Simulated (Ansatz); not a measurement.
Nudged elastic band of AlBH5O2F (part 2 of 2)

AlBH5O2F; RHF/6-31G* (Ansatz 0.2.0). The run did not end well. It belongs to a series of runs on one base structure; here: band between the two ends.

Geometry of the input (Å):
```
B  -0.1186  -0.1239  -0.5182
F  -0.5207  -1.1599  0.2165
O  1.1477  -0.0880  -0.9657
H  1.6812  -0.7920  -0.6211
H  -0.9054  0.6799  -0.8784
O  0.2208  1.0362  1.8121
Al 0.8691  2.4771  2.4542
H  0.9065  2.6566  4.0270
H  1.4007  3.5472  1.4307
H  -0.1606  0.3472  2.3357
```

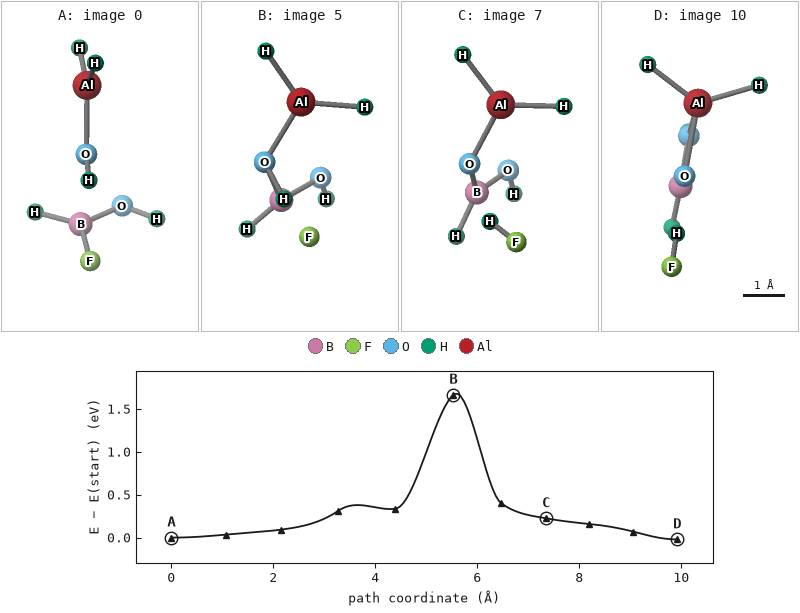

**Figure 1.** Images of the last band (counted from 0; ball-and-stick, seen at an oblique angle) above the energy along the path; the line is a cubic interpolation that uses the forces. The highest image is number 5, 1.665 eV above the start and 1.687 eV above the end (the climbing image); the end lies 0.022 eV below the start. The path is 9.92 Å long. The band had not converged after 60 iterations.

```
Unfinished report: {"positions_ang":[[0.06829116881732768,0.30816843731490945,0.06254378027690496],[-0.843647623302988,-0.4354471843831826,1.2597273682559529],[1.388086806552899,-0.1117047694286511,0.08668929765751024],[1.54738346748928,-0.7912978071432294,-0.531178069134316],[-0.5803371867124157,0.17784600653095484,-0.9183729029364747],[-0.1585531083541968,1.5518681365653155,0.8705515907127892],[1.0385872170891364,2.194356769540988,1.997885873828747],[1.6908945134186941,1.181685483512887,3.00739380423812],[1.1591442378564507,3.7627304443560976,2.0696565499348183],[-0.7890494928541896,0.7421954931339113,1.3880017071659507]],"unchecked":["starts","cluster_reference","orbital_swaps","neighbouring_geometries","increment"],"mean_field":{"relativity":"none","state":{"energy":{"ev":-14115.79470565895,"hartree":-518.7458874036657},"converged":true,"gradient_ev":0.000024272060640941247,"stability":{"kind":"minimum","curvature_ev":41.237348168390625},"curvature_floor_ev":0.00030000000000000003,"spin_squared":2.1316282072803006e-14},"others":[],"fillings":{"estimated":0,"unestimated":0,"tried":0,"untried":0,"excluded_magnetic_sites":0},"n_dropped_functions":0,"n_trapped_functions":0,"passes":{"evaluations":4,"products":27},"factors":{"origin":"Cholesky decomposition","count":912,"bound_ev":0.0007382230769150621},"gradient_stop_ev":0.00009,"reference_kind":"stationary","symmetry":{"irreps":["A"],"axes":[[0.9850826029910836,-0.15401256586343,0.0767619361433353],[0.15619302322990816,0.9874534639919451,-0.023224899237875248],[-0.07222191342392016,0.034868123070660485,0.996778916919352]],"occupied":[{"A":24},{"A":24}]},"held":{"pivots":912,"left_out":0,"joined":0},"density_repulsion":{"missed_ev":0.00003306223087122345,"excess_ev":0.0,"most_excess_ev":0.0001296,"are_drawn_again":false,"n_first_factors":912,"energy_change_ev":0.0,"n_dropped_ends":0}},"factors":{"origin":"Cholesky decomposition","count":912,"bound_ev":0.0007382230769150621},"n_frozen":0,"n_occupied":[24,24],"n_virtual":[65,65],"reference":{"ev":-14115.79470565895,"hartree":-518.7458874036657},"total":{"ev":-14115.79470565895,"hartree":-518.7458874036657},"forces_ev_per_angstrom":[[0.16669219702928584,-0.3190777983763548,0.08163732496252409],[-0.021675248320832265,-0.3146723944359008,-0.28975471661000324],[-0.5212679857792925,0.9252997918230289,0.6985463726841575],[0.2645591335805415,-0.6048357952415601,-0.5536755723554286],[-0.06094506730158212,0.12459905810802399,-0.09951799885148191],[-0.016983773776752267,-0.3098978170101993,0.21209592825771895],[0.029732746262953767,-0.012527552685943298,0.007616738560792644],[-0.005869775220446228,0.09331155033736978,-0.010095380933597456],[0.06938120812446144,-0.061953869151417255,-0.13199400989573806],[0.09637656539920621,0.4797548266322039,0.08514131417770186]],"charge_distribution":{"dipole_moment_e_ang":[0.2667454169545449,0.26840662576404295,-0.00004756654350982366],"mulliken_charges_e":[0.7989701293464604,-0.5724229633499451,-0.7601050116912873,0.45984955111135517,-0.11165255843115296,-0.9527152294498951,0.8385718963808362,-0.13501263513863915,-0.15310803524950556,0.5876248564718068],"lowdin_charges_e":[-0.31556833039999876,-0.27059561804272647,-0.18983789267110573,0.3221442764704511,-0.020551105944473402,-0.1711528729433649,0.3939099657496339,-0.09707349589439018,-0.10305110073325485,0.45177617440924245]},"n_threads":1,"memory_gib":1.7045454550534487,"seconds":{"hamiltonian":1.596051219,"orbitals":0.0,"second_order":0.0,"solver_start":0.0,"cycles":0.0,"cycle":0.0,"perturbative":0.0,"full_ci_increment":0.0,"forces":0.0}}
this run last wrote the band of iteration 60 to [file]
Error: NEB band did not converge after 60 iterations: max|band force component| = 8.93e-1 eV/Å (threshold 3.0e-2); raise `neb.max_iterations` in a new run, which can start from the last band evaluated (`neb.initial_path`, with `crystal.atoms` and `neb.final_atoms` set to its first and last images), add images, or start from endpoints closer to local minima. Where this run's directory can be resumed (`checkpoint.write`), a resume goes on for up to `neb.max_iterations` more; to start a new run from the last band, take its images' positions from the `neb_iteration` event of iteration 60 (`data.images[].positions_ang`), in the event stream of the run that computed that iteration (not this run's, if it was resumed behind it). With `checkpoint.write`, `steps/00-neb/state/checkpoint.json` in the run directory holds the last saved band, under `neb.evaluated.images[].positions_ang` (a band under a hybrid functional on support functions is neither saved nor resumed: `neb.initial_path` says where its path is): check the last entry of `neb.iterations` there, which is earlier than 60 if that iteration was not saved or its write failed. If the band's step has no `state` directory and holds `state.next`, a write was cut short, and the file is under `state.next` instead (behind a loss of power it can be under `state.prev`)
this run wrote the band of iteration 60 to [file] as well, whether or not its events were kept: a new run's `neb.initial_path` can list its `images[].positions_ang`
a run's events are kept only if it was started with --events-out <file>, and are in that file
```

### The last band as extended XYZ (Å, eV, eV/Å)
```
10
Properties=species:S:1:pos:R:3:forces:R:3 image=0 energy=-14117.46015
B    -0.1186   -0.1239   -0.5182    0.0055   0.0026   0.0024
F    -0.5207   -1.1599    0.2165   -0.0078  -0.0018   0.0024
O     1.1477   -0.0880   -0.9657    0.0037  -0.0026  -0.0080
H     1.6812   -0.7920   -0.6211   -0.0066   0.0092   0.0001
H    -0.9054    0.6799   -0.8784    0.0039  -0.0073   0.0028
O     0.2208    1.0362    1.8121    0.0078   0.0263   0.0212
Al    0.8691    2.4771    2.4542   -0.0043  -0.0241   0.0020
H     0.9065    2.6566    4.0270   -0.0060  -0.0023  -0.0251
H     1.4007    3.5472    1.4307   -0.0021  -0.0066   0.0081
H    -0.1606    0.3472    2.3357    0.0059   0.0065  -0.0060
10
Properties=species:S:1:pos:R:3:forces:R:3 image=1 energy=-14117.42528
B    -0.1089   -0.2301   -0.4741    0.0095  -0.0172  -0.0422
F    -0.4216   -1.0969    0.4956   -0.0155  -0.0093  -0.0361
O     1.1364   -0.2447   -0.9754   -0.0178   0.0074  -0.0236
H     1.7092   -0.8534   -0.5284    0.0150  -0.0059   0.0035
H    -0.9518    0.4429   -0.9475   -0.0045  -0.0252  -0.0568
O     0.0665    1.3706    1.5451   -0.0340  -0.0275   0.0623
Al    0.8922    2.5383    2.4700    0.0057   0.0134   0.0304
H     1.1512    2.1867    3.9886    0.0315   0.0557   0.0403
H     1.3373    3.8731    1.7668    0.0114  -0.0095  -0.0110
H    -0.2896    0.5938    1.9523   -0.0013   0.0180   0.0334
10
Properties=species:S:1:pos:R:3:forces:R:3 image=2 energy=-14117.36734
B    -0.0550   -0.3081   -0.3842    0.1064  -0.0535  -0.0872
F    -0.2945   -1.0003    0.7345   -0.0296  -0.0023  -0.0456
O     1.1799   -0.3384   -0.9084   -0.1694   0.0546  -0.0908
H     1.7840   -0.8743   -0.4162    0.1082  -0.0623   0.0986
H    -0.9419    0.2489   -0.9196   -0.0074  -0.0385  -0.0951
O    -0.1758    1.7194    1.3635   -0.0771   0.0384   0.1233
Al    0.9088    2.5074    2.4147   -0.0079   0.0249   0.0394
H     1.4058    1.7071    3.6863    0.0270   0.0412   0.0141
H     1.3287    3.9836    2.0706    0.0540  -0.0031  -0.0259
H    -0.6194    0.9351    1.6517   -0.0042   0.0006   0.0692
10
Properties=species:S:1:pos:R:3:forces:R:3 image=3 energy=-14117.14801
B     0.0140   -0.2212   -0.1342    0.0631  -0.1299  -0.1971
F    -0.2734   -0.9490    0.9481    0.1066  -0.0946  -0.1382
O     1.2896   -0.1440   -0.5806   -0.1883   0.0316  -0.2818
H     1.8591   -0.8462   -0.3123    0.1550  -0.0550   0.4225
H    -0.8695    0.1830   -0.7980   -0.1042   0.0623  -0.0259
O    -0.2607    1.7669    1.1335   -0.1174   0.1019   0.1591
Al    0.9456    2.3066    2.2227   -0.0576   0.0571   0.0489
H     1.5633    1.3107    3.2843   -0.0016   0.0079  -0.0432
H     1.3211    3.8330    2.1502    0.1286   0.0022  -0.0371
H    -1.0681    1.3405    1.3790    0.0157   0.0165   0.0928
10
Properties=species:S:1:pos:R:3:forces:R:3 image=4 energy=-14117.12386
B     0.0089    0.0157    0.1878   -0.0047  -0.0893   0.0474
F    -0.4930   -0.8183    1.1615    0.0518  -0.1276  -0.0830
O     1.4136   -0.0084    0.0209   -0.0672   0.1972   0.2326
H     1.6780   -0.6243   -0.6455    0.1162   0.0504   0.0000
H    -0.6857    0.0545   -0.7967    0.0841   0.0092   0.0103
O    -0.1743    1.4818    0.9226   -0.0669   0.0107   0.0308
Al    1.0455    2.1062    2.0631    0.0650  -0.1274  -0.1302
H     1.6177    1.1941    3.1967    0.0342  -0.0674  -0.0484
H     1.2033    3.6765    2.0324    0.0509  -0.1121  -0.1352
H    -1.0931    1.5028    1.1500   -0.2636   0.2564   0.0757
10
Properties=species:S:1:pos:R:3:forces:R:3 image=5 energy=-14115.79471
B     0.0683    0.3082    0.0625    0.1667  -0.3191   0.0816
F    -0.8436   -0.4354    1.2597   -0.0217  -0.3147  -0.2898
O     1.3881   -0.1117    0.0867   -0.5213   0.9253   0.6985
H     1.5474   -0.7913   -0.5312    0.2646  -0.6048  -0.5537
H    -0.5803    0.1778   -0.9184   -0.0609   0.1246  -0.0995
O    -0.1586    1.5519    0.8706   -0.0170  -0.3099   0.2121
Al    1.0386    2.1944    1.9979    0.0297  -0.0125   0.0076
H     1.6909    1.1817    3.0074   -0.0059   0.0933  -0.0101
H     1.1591    3.7627    2.0697    0.0694  -0.0620  -0.1320
H    -0.7890    0.7422    1.3880    0.0964   0.4798   0.0851
10
Properties=species:S:1:pos:R:3:forces:R:3 image=6 energy=-14117.06101
B     0.2877    0.4997   -0.1421    0.0256   0.2440  -0.1343
F    -1.0335   -0.4894    1.8670   -0.2279   0.0658   0.1900
O     1.5467    0.0061   -0.1579    0.1623  -0.2611  -0.1702
H     1.6453   -0.7785   -0.6849    0.0191   0.2364   0.0907
H    -0.5643    0.0517   -0.8442    0.0444   0.0490   0.0099
O     0.0274    1.5464    0.6871    0.1022  -0.0303  -0.0407
Al    0.9836    2.2495    1.9503    0.0048  -0.0050  -0.0148
H     1.7142    1.2967    2.9649    0.0339   0.0482  -0.0051
H     0.9122    3.8157    2.0898    0.0374   0.0043  -0.0571
H    -0.9983    0.3826    1.5628   -0.2019  -0.3512   0.1316
10
Properties=species:S:1:pos:R:3:forces:R:3 image=7 energy=-14117.23577
B     0.4038    0.4544   -0.1691   -0.0811   0.0255   0.0358
F    -1.4109   -0.4117    2.2020   -0.1270  -0.1701   0.1750
O     1.7281    0.2004   -0.3164    0.1251  -0.1390  -0.1312
H     1.9220   -0.5018   -0.9251   -0.0057   0.1747   0.0927
H    -0.4110   -0.1304   -0.8143    0.0150   0.0051  -0.0118
O     0.0280    1.3779    0.7387   -0.0053  -0.0471   0.0188
Al    0.9382    2.2046    1.9607    0.0055  -0.0238  -0.0110
H     1.5910    1.3473    3.1038    0.0358   0.0164   0.0074
H     0.9553    3.7785    1.9006    0.0004  -0.0216  -0.0345
H    -1.2237    0.2612    1.6120    0.0371   0.1797  -0.1413
10
Properties=species:S:1:pos:R:3:forces:R:3 image=8 energy=-14117.30165
B     0.4418    0.3969   -0.0690    0.0320  -0.0040  -0.0027
F    -1.8248   -0.4900    2.0680   -0.0783  -0.0446   0.0629
O     1.7893    0.5002   -0.2705   -0.0530   0.0632   0.0607
H     2.1517   -0.0920   -0.9120    0.0391  -0.0119  -0.0644
H    -0.2289   -0.3541   -0.7018    0.0087   0.0015  -0.0178
O    -0.0727    1.1898    0.8886    0.0075  -0.0306   0.0097
Al    0.9677    2.1450    1.9147    0.0032  -0.0163  -0.0031
H     1.7337    1.4004    3.0680    0.0000   0.0072   0.0124
H     0.9606    3.7051    1.7021    0.0062  -0.0226  -0.0294
H    -1.3977    0.1789    1.6049    0.0346   0.0581  -0.0283
10
Properties=species:S:1:pos:R:3:forces:R:3 image=9 energy=-14117.39046
B     0.4284    0.3600    0.0345   -0.0669  -0.0056   0.0256
F    -2.1072   -0.6046    1.9278   -0.0581  -0.0330   0.0199
O     1.7427    0.7877   -0.1007    0.1024  -0.0013  -0.0561
H     2.2975    0.3677   -0.7483   -0.0522   0.1565   0.1535
H    -0.0465   -0.4717   -0.6633    0.0244   0.0025  -0.0211
O    -0.1772    1.0022    1.0327   -0.0440  -0.0319   0.0159
Al    1.0613    2.0459    1.7655    0.0330  -0.0402  -0.0534
H     1.8821    1.4528    2.9710    0.0139  -0.0173  -0.0259
H     0.9734    3.5840    1.4340    0.0543  -0.0403  -0.0747
H    -1.5337    0.0563    1.6397   -0.0069   0.0108   0.0162
10
Properties=species:S:1:pos:R:3:forces:R:3 image=10 energy=-14117.48175
B     0.4938    0.2458    0.1531    0.0281   0.0120   0.0035
F    -2.4428   -0.5293    1.7433    0.0190   0.0128  -0.0017
O     1.7098    0.9630   -0.0038   -0.0174  -0.0104  -0.0018
H     2.3305    0.8094   -0.7024   -0.0024   0.0016   0.0020
H     0.1713   -0.6088   -0.5973   -0.0069  -0.0023   0.0005
O    -0.1078    0.7239    1.2256    0.0013   0.0015  -0.0057
Al    1.1337    1.9719    1.6784   -0.0022  -0.0022   0.0037
H     2.1066    1.5814    2.8570   -0.0022   0.0019  -0.0028
H     0.7941    3.4598    1.2803    0.0009  -0.0030   0.0013
H    -1.6683   -0.0367    1.6586   -0.0181  -0.0119   0.0010
```

### Outcome

- outcome: not converged
- barrier, forward (band not converged): 1.665 eV
- barrier, backward: 1.687 eV
- hardware: 1 thread of Arm Neoverse V1, 24 GiB of memory available, shared host
- wall time: 14 min
- peak memory: 0.18 GiB

### Diagnosis

The run did not converge: “NEB band did not converge after 60 iterations: max|band force component| = 8.93e-1 eV/Å (threshold 3.0e-2); raise `neb.max_iterations` in a new run, which can start from the last band evaluated (`neb.initial_path`, with `crystal.atoms` and `neb.final_atoms` set to its first and last images), add images, or start from endpoints closer to local minima …” Its last values are not results.
